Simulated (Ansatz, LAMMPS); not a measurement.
## Electronic structure of amorphous poly(propylene oxide) (as short chains C35O12H72) at 300 K (238 atoms)

What does DFT give for amorphous poly(propylene oxide) (as short chains C35O12H72) at 300 K (238 atoms) as built?

Main program and level: Ansatz 0.2.0; Kohn-Sham DFT, LDA, PAW (set soft_2), plane waves.

**1. The structure**

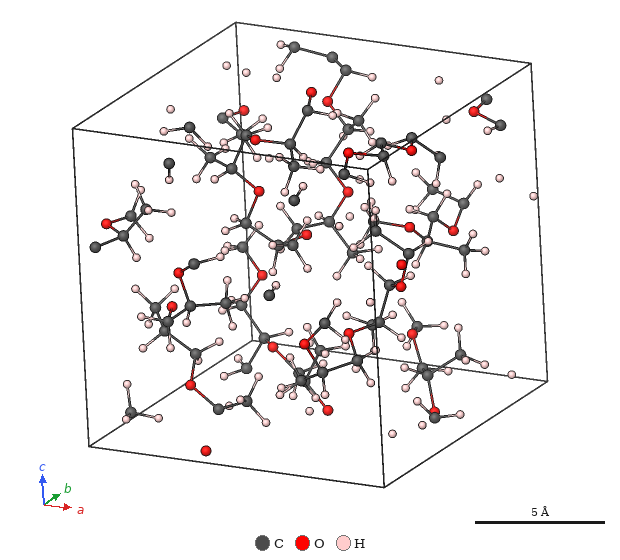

The starting structure, seen slightly off an axis (carbon dark grey, oxygen red, hydrogen pink). Bonds to atoms that aren't drawn are left out. Some periodic images of atoms are drawn too.

The cell holds 238 atoms: 70 C, 24 O and 144 H. Cell: a = 13.152 Å, b = 13.152 Å, c = 13.152 Å, α = 90.0°, β = 90.0°, γ = 90.0°. 2 poly(propylene oxide) chains of 11 units with methyl end groups placed at random, at 1 g/cm³; overlaps pushed apart, then 20 ps at 800 K with MMFF94 bonds, angles, torsions, charges and radii (Halgren, J. Comput. Chem. 17, 490 (1996)) in harmonic and 12-6 forms. Snapshot after 30 ps at 300 K and fixed volume.

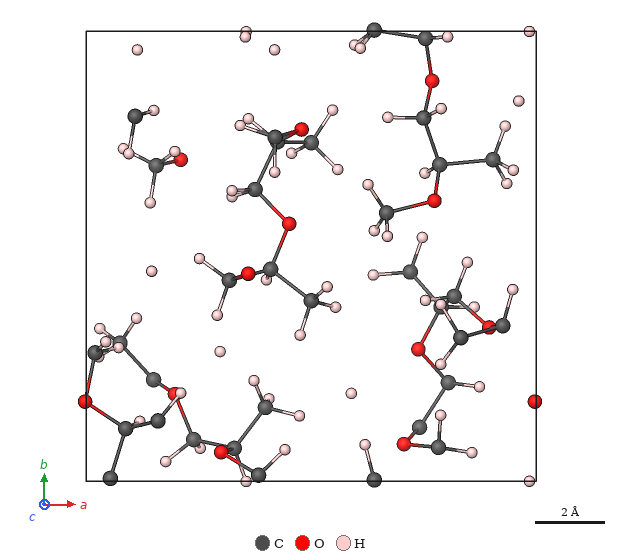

A slice 6 Å thick through the middle of the cell. Bonds to atoms that aren't drawn are left out.

What the set-up can't give: The network of contacts between molecules at the start is that of the classical potential that made the cell, and needn't be the one that DFT or experiment would give. The functional has no dispersion term, which matters for the binding between molecules or layers, where LDA binds through overlap of densities alone. The density was typed from a rule of thumb and may lie off the real one at this temperature. Only the Γ point is sampled, in a cell whose shortest periodic width is 13 Å.

**2. Making the structure**

A classical potential makes the cell, at a small fraction of what the same run would cost in DFT.

This step: classical MD, MMFF94 bonds, angles, torsions, charges and radii (Halgren, J. Comput. Chem. 17, 490 (1996)) in harmonic and 12-6 forms; charges of ions scaled by 0.8 (LAMMPS 22 Jul 2025 - Update 4).

Input file in.lmp:

```
# amorphous poly(propylene oxide)
units real
atom_style full
boundary p p p
bond_style harmonic
angle_style harmonic
dihedral_style opls
improper_style harmonic
special_bonds lj 0 0 0.5 coul 0 0 0.75
read_data data.lmp
neigh_modify delay 0 every 1 check yes one 4000
comm_modify cutoff 12.0
timestep 0.5
thermo_style custom step time temp pe press density
thermo_modify norm yes
# push overlapping molecules apart
pair_style soft 2.6
pair_coeff * * 0.0
variable a equal ramp(1,60)
fix ad all adapt 1 pair soft a * * v_a
velocity all create 800 865062 mom yes dist gaussian
fix lim all nve/limit 0.03
fix lan all langevin 800 800 50 865063 zero yes
thermo 1000
run 3000 post no
unfix ad
pair_style lj/cut/coul/long 9.0
pair_modify mix arithmetic tail yes
pair_coeff 1 1 0.0678 3.3680   # C
pair_coeff 2 2 0.0763 3.0430   # O
pair_coeff 3 3 0.0216 2.5400   # H
kspace_style pppm 1.0e-4
thermo 100
minimize 1e-5 1e-3 300 3000
# [... 15 lines left out ...]
compute msd all msd com yes
thermo 7500
fix md all nvt temp 300 300 100
run 30000 post no
print "== T300: mean square displacement over the hold $(c_msd[4]:%.2f) A^2"
unfix md
uncompute msd
write_dump all custom T300.dump id type xs ys zs modify sort id
```

The run is started by

```bash
$ lmp -in in.lmp -log none -nocite
```

The log of the run:

```text
LAMMPS (22 Jul 2025 - Update 4)
Reading data file ...
  orthogonal box = (0 0 0) to (13.15162 13.15162 13.15162)
  238 atoms
  orthogonal box = (0 0 0) to (13.15162 13.15162 13.15162)
  236 bonds
  444 angles
  540 dihedrals
   Step          Time           Temp          PotEng         Press         Density
         0   0              800            1.2394028     -2855.1753      0.99999893
      1000   500            657.98381      3.4477124      40450.441      0.99999893
      2000   1000           621.94243      3.6440413      63817.132      0.99999893
      3000   1500           563.34473      3.6918082      58998.659      0.99999893
Loop time of 0.540726 s on 1 MPI rank(s) for 3000 steps with 238 atoms
PPPM initialization ...
  G vector (1/distance) = 0.2706844
  grid = 6 6 6
  estimated relative force accuracy = 3.8260487e-05
   Step          Time           Temp          PotEng         Press         Density
[... 14 lines left out ...]
      2000   1000           628.69004      3.5025033      6136.3791      0.99999893
Loop time of 1.67067 s on 1 MPI rank(s) for 2000 steps with 238 atoms
   Step          Time           Temp          PotEng         Press         Density
      2000   1000           628.69004      3.5025033      6136.3791      0.99999893
[... 5 lines left out ...]
Loop time of 18.2287 s on 1 MPI rank(s) for 20000 steps with 238 atoms
   Step          Time           Temp          PotEng         Press         Density
[... 4 lines left out ...]
Loop time of 17.7383 s on 1 MPI rank(s) for 20000 steps with 238 atoms
   Step          Time           Temp          PotEng         Press         Density
[... 2 lines left out ...]
     52500   51500          294.50836      2.4259968     -48.186027      0.99999893
     60000   59000          291.48783      2.4804784     -1733.742       0.99999893
     67500   66500          310.09736      2.4692586     -834.57783      0.99999893
     72000   71000          291.71041      2.4353916      5463.4664      0.99999893
Loop time of 25.8006 s on 1 MPI rank(s) for 30000 steps with 238 atoms
== T300: mean square displacement over the hold 2.75 A^2
```

It took 65 s on 1 thread of Arm Neoverse V2, shared host; peak memory 0.13 GiB.

The input also reads data.lmp (atoms, bonds and types; not printed here).

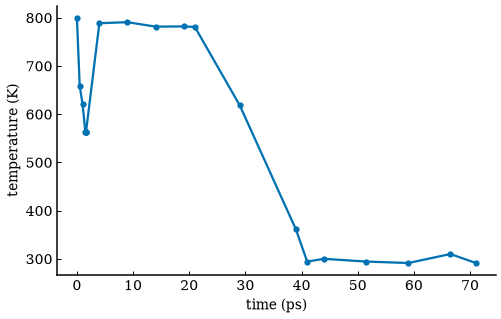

Temperature, plotted against time.

**3. Plane-wave single point**

One self-consistent run at the given positions yields energy and forces.

Input file input.yaml:

```yaml
crystal:
  lattice:
    - [13.15162, 0.0, 0.0]
    - [0.0, 13.15162, 0.0]
    - [0.0, 0.0, 13.15162]
  atoms:
    - { symbol: C, position: [0.62157, 0.9022, 0.15631] }
    - { symbol: O, position: [0.66088, 0.80306, 0.17122] }
    - { symbol: C, position: [0.71021, 0.7667, 0.0824] }
    - { symbol: C, position: [0.78129, 0.67177, 0.10068] }
    - { symbol: C, position: [0.87498, 0.7101, 0.1643] }
    - { symbol: O, position: [0.82166, 0.63139, 0.00381] }
    - { symbol: C, position: [0.87628, 0.53592, 0.02475] }
    - { symbol: C, position: [0.87689, 0.48383, 0.92222] }
    - { symbol: C, position: [0.9338, 0.54819, 0.84637] }
    - { symbol: O, position: [0.93113, 0.38548, 0.92231] }
    - { symbol: C, position: [0.87208, 0.30913, 0.9636] }
    - { symbol: C, position: [0.93305, 0.21433, 0.96213] }
    - { symbol: C, position: [0.02131, 0.22236, 0.03618] }
    - { symbol: O, position: [0.86294, 0.12932, 0.9914] }
    - { symbol: C, position: [0.90024, 0.03195, 0.96175] }
    - { symbol: C, position: [0.85005, 0.98608, 0.87229] }
    - { symbol: C, position: [0.73453, 0.01588, 0.86314] }
    - { symbol: O, position: [0.86555, 0.88062, 0.87082] }
    - { symbol: C, position: [0.97078, 0.85097, 0.85099] }
    - { symbol: C, position: [0.01186, 0.87253, 0.74339] }
    - { symbol: C, position: [0.10871, 0.81117, 0.72502] }
    - { symbol: O, position: [0.02577, 0.97645, 0.73406] }
    - { symbol: C, position: [0.05353, 0.00622, 0.63131] }
    - { symbol: C, position: [0.08758, 0.11676, 0.63475] }
    - { symbol: C, position: [0.15941, 0.13409, 0.72163] }
    - { symbol: O, position: [0.99732, 0.17689, 0.64112] }
    - { symbol: C, position: [0.0197, 0.28532, 0.63218] }
    - { symbol: C, position: [0.92574, 0.34569, 0.61054] }
    - { symbol: C, position: [0.83265, 0.31905, 0.67854] }
    - { symbol: O, position: [0.89572, 0.34177, 0.50422] }
    - { symbol: C, position: [0.81786, 0.41078, 0.47614] }
    - { symbol: C, position: [0.78878, 0.38731, 0.3632] }
    [... 200 atom lines left out ...]
    - { symbol: H, position: [0.40605, 0.18302, 0.36939] }
    - { symbol: H, position: [0.47398, 0.14513, 0.47919] }
    - { symbol: H, position: [0.37278, 0.22364, 0.49591] }
    - { symbol: H, position: [0.35368, 0.98769, 0.6923] }
    - { symbol: H, position: [0.41856, 0.95892, 0.57368] }
    - { symbol: H, position: [0.44169, 0.07002, 0.6303] }
kpoints:
  mp_grid: { grid: [1, 1, 1] }
hamiltonian:
  xc: lda
scf:
  occupations: { method: fermi_dirac, width: 0.025 }
output:
  forces: true
  stress: true
  populations: intrinsic
  dos:
    method: { smearing: { sigma: 0.15 } }
    de: 0.1
    projected: { site_lists: { C: [C], H: [H], O: [O] } }
  eigenvalues: true
  write_density: true
  write_potential: true
  volumetric_format: npy
```

The run is started by

```bash
$ ansatz run input.yaml --threads 8 --pin off --max-ram 15872MiB --backend cpu --events-out ev --progress --plain --runs-dir out
```

The log of the run:

```text
Engine: ansatz 0.2.0, aarch64-unknown-linux-gnu
Pseudopotentials: kind: paw
Pseudopotential: C, paw, valence charge 4, recommended cutoff 420 eV (normal), C.paw.azcp
Pseudopotential: O, paw, valence charge 6, recommended cutoff 420 eV (normal), O.paw.azcp
Pseudopotential: H, paw, valence charge 1, recommended cutoff 420 eV (normal), H.paw.azcp
[... 3 lines on functional and potentials left out ...]
Crystal: 238 atoms, lattice volume = 2274.771 Å³
Basis set: ecut = 420 eV, 44299 PW (Γ)
Bands: 522, of which v1, the nominal top of the filled ones, is band 284 counted from 1 (283 counted from 0)
Symmetry: 1 space group operations
Space group: P1 (ITA 1), of the structure as read, at distance tolerance 1.3e-4 Å
k-points: 1
[... 9 lines on functional and potentials left out ...]
Initial density: superposition of atomic densities (neutral atoms: chi_scale 0, normalization atom), corrected by the library's trained network
Initial wavefunctions: pseudopotential atomic-orbital guess
Functional: x = slater, c = lda
SCF iter   1: F=—  HF=-32572.808872 eV  |F-HF|=—  |Δ(HF+E_count)|=         —  Δρ=9.83e-3  dr2=1.61e0  ethr=1.77e-3  ⟨swp⟩=6.0  Hψ=2390  notcnv=0  defer=50
preconditioner: auto → Resta (q_TF=auto, 2.165 Å⁻¹)  ε∞=2.4  [insulator: Δε(μ)=4.310 eV  Ē_g=15.919 eV  σ=0.025 eV  W_gap=1.00  n_scr=388 (ndim 8)  ℏωp=18.6 eV  f_vac=0.243  D(μ)=0.00/eV (n_scr^D=0)  ε∞_Penn≈2.4]
SCF iter   2: F=—  HF=-32572.366425 eV  |F-HF|=—  |Δ(HF+E_count)|=   4.42e-1  Δρ=4.21e-3  dr2=3.28e-1  ethr=2.84e-4  ⟨swp⟩=3.0  Hψ=883  notcnv=0  defer=229
SCF iter   3: F=—  HF=-32572.292688 eV  |F-HF|=—  |Δ(HF+E_count)|=   7.37e-2  Δρ=1.71e-3  dr2=5.88e-2  ethr=5.78e-5  ⟨swp⟩=2.0  Hψ=575  notcnv=0  defer=229
SCF iter   4: F=—  HF=-32572.285867 eV  |F-HF|=—  |Δ(HF+E_count)|=   6.82e-3  Δρ=5.10e-4  dr2=7.84e-3  ethr=1.04e-5  ⟨swp⟩=2.0  Hψ=585  notcnv=0  defer=229
SCF iter   5: F=—  HF=-32572.287818 eV  |F-HF|=—  |Δ(HF+E_count)|=   1.95e-3  Δρ=1.54e-4  dr2=1.18e-3  ethr=1.38e-6  ⟨swp⟩=3.0  Hψ=921  notcnv=0  defer=229
SCF iter   6: F=—  HF=-32572.288971 eV  |F-HF|=—  |Δ(HF+E_count)|=   1.15e-3  Δρ=7.88e-5  dr2=1.72e-4  ethr=2.08e-7  ⟨swp⟩=2.0  Hψ=566  notcnv=0  defer=229
SCF iter   7: F=—  HF=-32572.289121 eV  |F-HF|=—  |Δ(HF+E_count)|=   1.50e-4  Δρ=3.90e-5  dr2=3.32e-5  ethr=3.03e-8  ⟨swp⟩=2.0  Hψ=574  notcnv=0  defer=229
SCF iter   8: F=—  HF=-32572.289442 eV  |F-HF|=—  |Δ(HF+E_count)|=   3.21e-4  Δρ=1.35e-5  dr2=4.78e-6  ethr=5.84e-9  ⟨swp⟩=2.0  Hψ=574  notcnv=0  defer=229
SCF iter   9: F=—  HF=-32572.289449 eV  |F-HF|=—  |Δ(HF+E_count)|=   7.22e-6  Δρ=3.36e-6  dr2=4.96e-7  ethr=8.42e-10  ⟨swp⟩=2.0  Hψ=574  notcnv=0  defer=229
SCF iter  10: F=—  HF=-32572.289451 eV  |F-HF|=—  |Δ(HF+E_count)|=   1.63e-6  Δρ=2.20e-6  dr2=1.22e-7  ethr=1.76e-11  ⟨swp⟩=21.0  Hψ=4600  notcnv=0
SCF iter  11: F=-32572.289451 eV  HF=-32572.289451 eV  |F-HF|=2.52e-8  |Δ(HF+E_count)|=   1.68e-7  Δρ=1.01e-6  dr2=2.34e-8  ethr=1.76e-11  ⟨swp⟩=9.0  Hψ=2917  notcnv=0
SCF 1 converged in 11 iterations: F = -32572.289451 eV  dr2 = 2.34e-8
  greatest PAW one-centre occupation: 0.861 electrons in one spin orbital (limit 2), on the O atom at site 152 (counted from 0), in its partial waves of l = 0
SCF converged after 11 iterations
Free energy (F): -32572.289451 eV
Harris-Foulkes:  -32572.289451 eV  (|F-HF|=2.52e-8)
Internal energy: -32572.289451 eV  (E = F + TS)
E sigma→0 (E₀):  -32572.289451 eV
Fermi energy:    1.471823 eV
--- Per-component energies (eV) ---
  E_band       = -4431.597503
  E_kinetic    = 12551.554877
  E_local      = -44773.546649  (includes V_loc(G=0)·N_el)
  E_nonlocal   = 3410.898050
  E_hartree    = 16951.919506
  E_xc         = -6315.212218
  E_vxc        = -8005.153275  (∫ρ·V_xc dr)
  E_paw        = -10040.677491  (= ΣΔE_a)
  E_vpaw       = -1519.055767  (= ΣTr[D̂ρ^β])
  E_aug_tail   = -0.131817  (compensation charges beyond the density's cutoff)
  E_ewald      = -4363.818099
  E_core_change = 6.724391  (= ΣΔE_core)
  E_smearing   = -0.000000  (= −TS)
  E_closure    = -0.000000  (closes the sum)
  Σ components = -32572.289451   (vs F -32572.289451, Δ=0.00e0)
--- Forces (eV/Å), atoms counted from 1 ---
  atom   1  C     -1.35601803    -1.62162323     1.45243026
  atom   2  O     -0.38559073    -1.03077378    -0.42573769
  atom   3  C      0.92334494    -0.63656427     0.24417565
  atom   4  C      1.27401890     1.51343760    -0.02665733
  atom   5  C     -1.08081363    -0.01771788    -1.91206548
  atom   6  O     -0.70213265    -0.83043008     2.30214707
  atom   7  C     -1.83910233     0.84432440    -1.66594260
  atom   8  C      0.37460578    -0.51719410    -0.87835543
  atom   9  C      0.25424404    -0.46667254     0.47282285
  atom  10  O     -0.96173185     2.17744075     0.00360193
  atom  11  C      0.90545130    -0.54806113    -0.44199044
  atom  12  C     -0.59093574    -0.91348179     3.49556930
  atom  13  C      0.13048116    -0.45743175     0.37720334
  atom  14  O      1.21200764     0.71182281    -0.41256916
[...]
atom 237  H      0.58234164    -2.05303137    -1.10200427
  atom 238  H      0.55493111     0.52599699     0.48206588
  max |Σ_I F_I| component: 8.62e-5 eV/Å
--- Stress (GPa, compression-positive) ---
       -0.348619       0.641559       0.217878
        0.641559      -0.072066       0.264341
        0.217878       0.264341      -0.075999
  P = ⅓ Tr σ = -0.1656 GPa (-1.656 kbar)
--- Band table (eV) ---
  k-point 0: bands = ["-21.6197", "-21.5089", "-21.4585", "-21.4275", [... 506 levels ...], "11.1650", "11.2322", "11.2613", "11.2773", "11.2847", "11.3089", "11.3461", "11.3557", "11.3840", "11.4271", "11.4395", "11.4683"]
--- intrinsic populations: 238 sites ---
  site symbol       q [e]
     0      C      4.3178
     1      O      6.3855
     2      C      4.1308
[...]
237      H      0.8233
  spilling = -0.000000 (of n_electrons = 568.000000)
```

Elapsed: 30 s, on 8 threads of Arm Neoverse V2, shared host; peak memory 3 GiB.

Reading the cycles: dr2 is the Hartree energy of the density residual (eV), the measure of convergence; HF is the Harris–Foulkes estimate of the energy, which meets the free energy F at convergence.

Numbers from this run:

| Property | Result |
| --- | --- |
| free energy | -32572.2895 eV |
| free energy per atom | -136.8584 eV/atom |
| SCF cycles | 11 |
| pressure | -0.1656 GPa |
| r.m.s. force component | 0.9606 eV/Å |
| longest force | 4.696 eV/Å |
| Fermi energy | 1.472 eV |
| gap (highest filled to lowest empty level) | 4.147 eV |

Length of the force by element:

```tsv
element	coordination	atoms	mean length of the force (eV/Å)	spread	least	most
C	all	70	2.07	0.981	0.472	4.70
H	all	144	1.03	0.655	0.118	3.07
O	all	24	1.65	0.697	0.632	3.54
```

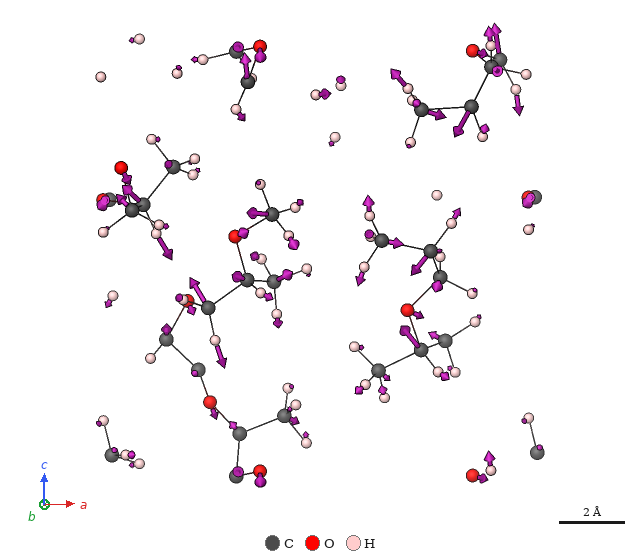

Forces as arrows; the longest in the cell is 4.70 eV/Å. Drawn is a slice 4 Å thick, seen along the normal of the ac plane. Bonds to atoms that aren't drawn are left out.

Intrinsic-atomic-orbital charges by element:

```tsv
element	coordination	atoms	mean charge (e)	spread	least	most
C	all	70	-0.221	0.250	-0.596	0.0739
H	all	144	0.173	0.0168	0.138	0.213
O	all	24	-0.397	0.0111	-0.417	-0.38
```

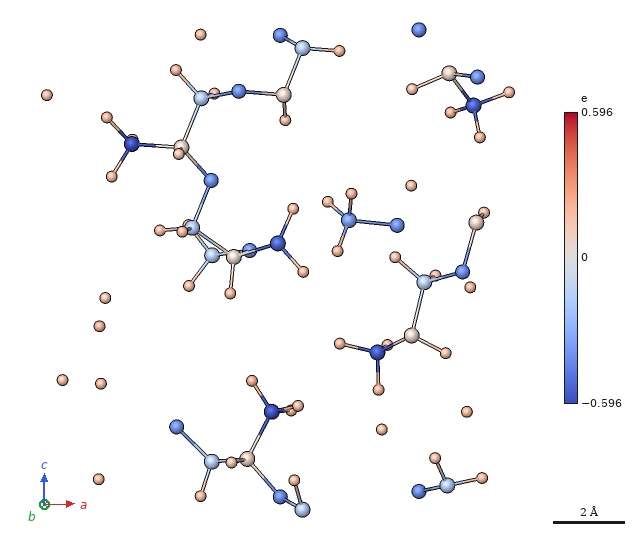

Atoms coloured by intrinsic-atomic-orbital charge. Drawn is a slice 4 Å thick, seen along the normal of the ac plane. Bonds to atoms that aren't drawn are left out.

States in the cell by windows of 1 eV, zero at the Fermi level; the larger projections on atomic orbitals stand beside the total:

```tsv
from (eV)	to (eV)	total	C p	H s	O p
-10	-9	34.4	19.2	5.8	7.4
-9	-8	48.5	27.4	8.5	10.2
-8	-7	48.4	27.6	9.8	9.0
-7	-6	59.8	34.8	16.2	6.8
-6	-5	74.6	41.2	21.4	10.0
-5	-4	52.9	22.2	12.3	15.8
-4	-3	21.1	6.3	3.5	10.3
-3	-2	39.1	5.7	5.5	26.8
-2	-1	0.9	0.1	0.1	0.6
-1	1	0.0	0.0	0.0	0.0
1	2	0.6	0.1	0.2	0.0
2	3	20.0	3.0	7.1	0.4
3	4	44.4	10.1	12.6	1.4
4	5	57.0	13.0	14.8	2.2
```

Between -24 and -10 eV lie 188 more states.

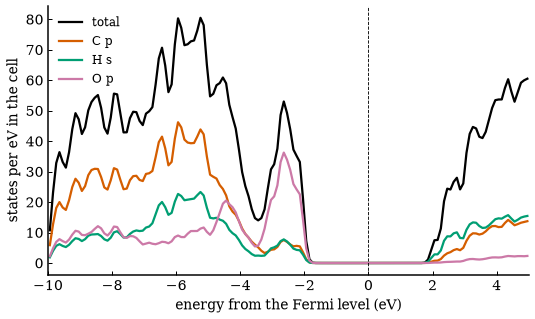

Total and projected density of states, with the broadening of the input.

The levels nearest the highest filled one (over half full), pooled over k-points and spins:

```tsv
level less the highest filled one (eV)	occupation
-0.281	2
-0.160	2
-0.137	2
-0.0702	2
-0.0434	2
0	2
4.15	0
4.44	0
4.46	0
4.55	0
4.63	0
4.76	0
```

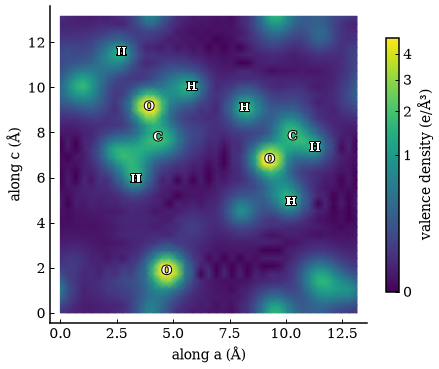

Valence density in the ac plane at fractional y = 0.068, with atoms of O and C and H within 0.2 Å of it. It is the smooth field of the valence electrons, not physical close to the nuclei. The map starts off the cell's origin, so that atoms lie inside it. The colour scale is stretched toward low values.

[end of part 1 of 2]

[Logs are printed without paths, hosts, clocks, repeated set-up lines and the standing remarks that a program may print on its own settings, such as how far it seeks lower states.]

[Hosts, paths, dates, database ids (printed as entryN), source tags and the programs' standing remarks are cut or masked in the printed files.]

[The MMFF94 radii named for the starting cell were scaled by 0.96; in molecules described by MMFF94, hydrogen bound to N, O or S took a small fixed 12-6 site in their place.]
